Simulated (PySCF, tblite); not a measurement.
# C4H6BCl2N: geometry, infrared bands and NMR shifts

Wanted: the infrared bands and NMR shifts of C4H6BCl2N (`CC[C@@H](C#N)B(Cl)Cl`), by calculation.

Programs: tblite 0.8.0 and PySCF 2.14.0, with density-fitted response routines of our own. Each step states its level of theory. These are calculated values for one molecule in the gas phase, unless marked as measured. Atoms count from 0, in the outputs and in this text.

## Step 1: The starting structure

14 atoms, charge 0, multiplicity 1; geometry from: force field or distance geometry start.

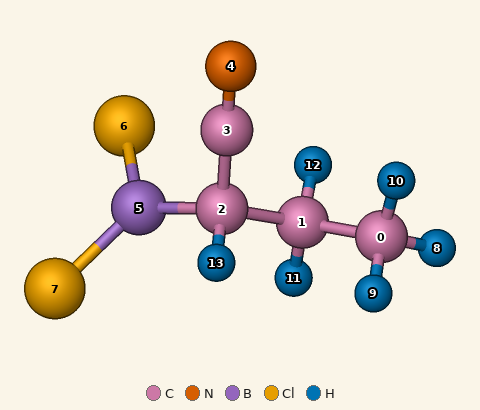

As it starts; carbon pink, nitrogen orange, boron purple, chlorine amber, hydrogen blue, atoms numbered; sticks join atoms by distance.

## Step 2: Optimising the geometry with GFN2-xTB

The job: settings as JSON, then the geometry in Å.

```
{"job": {"kind": "relax", "xc": "GFN2-xTB", "basis": "xTB"}, "charge": 0, "multiplicity": 1}
C     -1.868300    -0.367000    -0.085000
C     -0.445500    -0.362900    -0.619300
C      0.514600     0.459600     0.281100
C      0.682500    -0.154300     1.588300
N      0.820900    -0.655400     2.642800
B      1.933300     0.622800    -0.415900
Cl     2.970300    -0.855300    -0.808000
Cl     2.574100     2.305700    -0.846000
H     -2.521900    -0.940200    -0.777600
H     -2.265300     0.674700    -0.012000
H     -1.931400    -0.842600     0.915800
H     -0.458300     0.054600    -1.636300
H     -0.087800    -1.417600    -0.670700
H      0.082000     1.477500     0.420700
```

Command:

```sh
$ OMP_NUM_THREADS=1 python probes_run.py task.json out
```

One launch serves the whole session: the jobs run in the order shown.

**Question.** This job is followed by: GFN2-xTB harmonic vibrations, gas phase; GIAO PBE0/pcSseg-1 NMR shielding, non-relativistic, gas phase. What will the session give for the following? strongest single infrared mode (GFN2-xTB); zero-point energy (GFN2-xTB); 13C shifts against TMS (PBE0/pcSseg-1); 1H shifts against TMS (PBE0/pcSseg-1, means over atoms taken as alike); 15N shifts against NH3 (PBE0/pcSseg-1); 11B shifts against BF3·OEt2 (PBE0/pcSseg-1); 35Cl shifts against HCl (PBE0/pcSseg-1, means over atoms taken as alike).

The runs gave:

| quantity | value |
| --- | --- |
| strongest single infrared mode (GFN2-xTB) | 2401 cm⁻¹, 213 km/mol |
| zero-point energy (GFN2-xTB) | 61.0 kcal/mol |
| 13C shifts against TMS (PBE0/pcSseg-1) | 121.8, 32.5, 28.6, 15.6 ppm |
| 1H shifts against TMS (PBE0/pcSseg-1, means over atoms taken as alike) | 2.31, 1.94, 1.57, 1.30 ppm |
| 15N shifts against NH3 (PBE0/pcSseg-1) | 304.0 ppm |
| 11B shifts against BF3·OEt2 (PBE0/pcSseg-1) | 59.4 ppm |
| 35Cl shifts against HCl (PBE0/pcSseg-1, means over atoms taken as alike) | 291 ppm |

What this shows: Relaxing lowered the energy by 0.461 eV in 129 steps; the close pair that moved most is B5–Cl6, from 1.848 to 1.711 Å. No mode is imaginary among the 36: a minimum at this level. The strongest single mode, at 2401 cm⁻¹, moves mainly C3 and N4. Unscaled tight-binding wavenumbers are off by several per cent, some by more. Its intensities can rank the bands wrongly. C3 (nitrile carbon) lies farthest downfield among carbon, at 121.8 ppm; C≡N carbons fall here, among the sp2 signals but without a proton. At PBE0/pcSseg-1: Shielding is most anisotropic at Cl6, Cl7 (span 552 ppm, paramagnetic term -488 ppm).
